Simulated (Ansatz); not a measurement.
**C$_{3}$H$_{7}$N: density, localisation and related maps**

```xyz
11

C    -0.3526    1.4357   -0.1181
C     0.0192    0.1560   -0.1400
C    -0.2009   -0.7763    1.0211
N     0.6403   -0.4407   -1.2230
H    -0.1889    2.0892   -0.9544
H    -0.8309    1.8571    0.7420
H    -0.8180   -1.6183    0.7227
H     0.7454   -1.1710    1.3782
H    -0.6894   -0.2702    1.8402
H     0.8386    0.0755   -2.0439
H     0.9024   -1.3939   -1.2040
```

All numbers below come from UHF/6-31G (Ansatz 0.2.0).

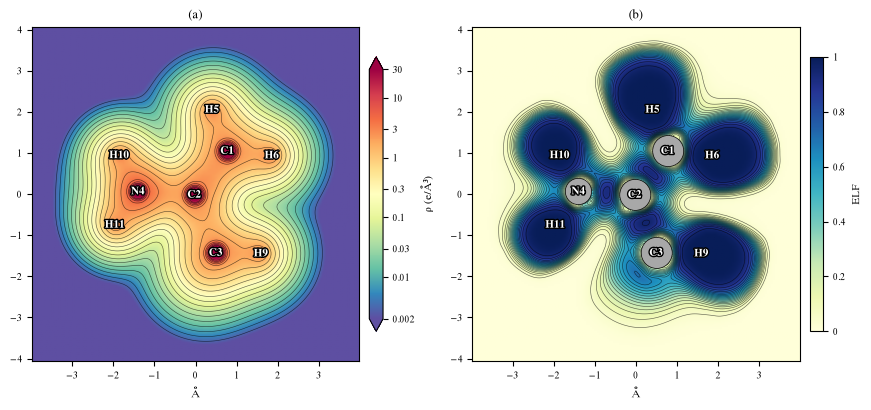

Figure 1. (a) total electron density; (b) ELF on the plane of atoms C2, C1 and H6. Grey discs cover the atomic cores in the ELF map.

Q: Read the bonding off the picture.

A: The plane passes through C, N and H nuclei.
C–C (1.33 Å): ρ at the midpoint is about 2.2 e/Å³; the ELF peaks at about 0.95 between the atoms; a short, multiple covalent bond.
C–N (1.38 Å): ρ is about 2 e/Å³ halfway; the ELF peaks at about 0.90 between the atoms; localised, covalent bonding.
N–H (0.99 Å): ρ is about 2.8 e/Å³ halfway; the ELF climbs to about 1 towards the hydrogen, as it does in any bond to H: an ordinary covalent bond to hydrogen.
C–C (1.51 Å): the density is about 1.6 e/Å³ at the midpoint; the ELF peaks at about 0.95 between the atoms: localised, covalent bonding.
C–H (1.07 Å): the density is about 1.9 e/Å³ at the midpoint; the ELF climbs to about 1 towards the hydrogen; an ordinary covalent bond to hydrogen.

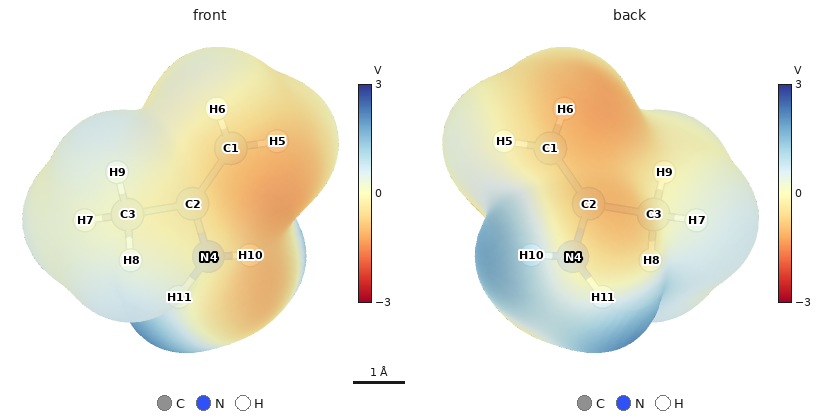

Figure 2. The molecular electrostatic potential painted on the density surface at 0.002 e/bohr³, seen from the front and from behind; the colour scale runs from red (negative) to blue (positive).

Q: Where is the surface potential most negative and most positive?

A: The most negative region (about −1.3 V) lies over the π face of C1, the most positive (about +2.0 V) over H11.

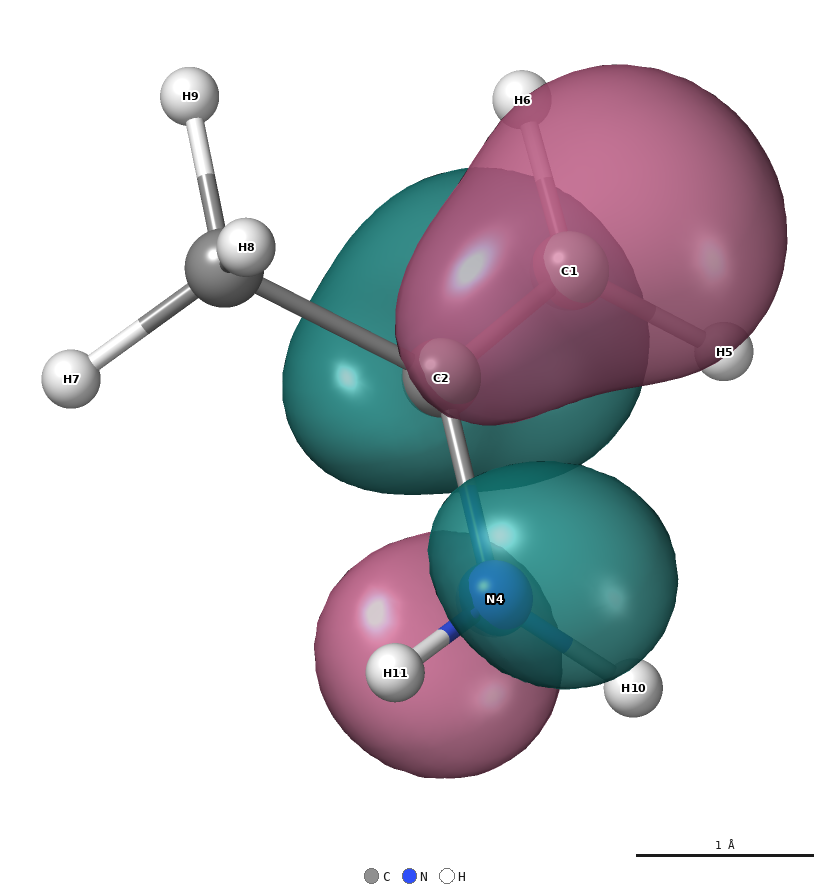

Figure 3. The HOMO at ±0.15 Å⁻³ᐟ² (teal and pink are the two phases), seen at a tilt.

Q: Describe this orbital and give its energy.

A: It lies mainly on C1 (about 40 %), N4 (about 25 %) and C2 (about 20 %). Its energy is −7.99 eV.
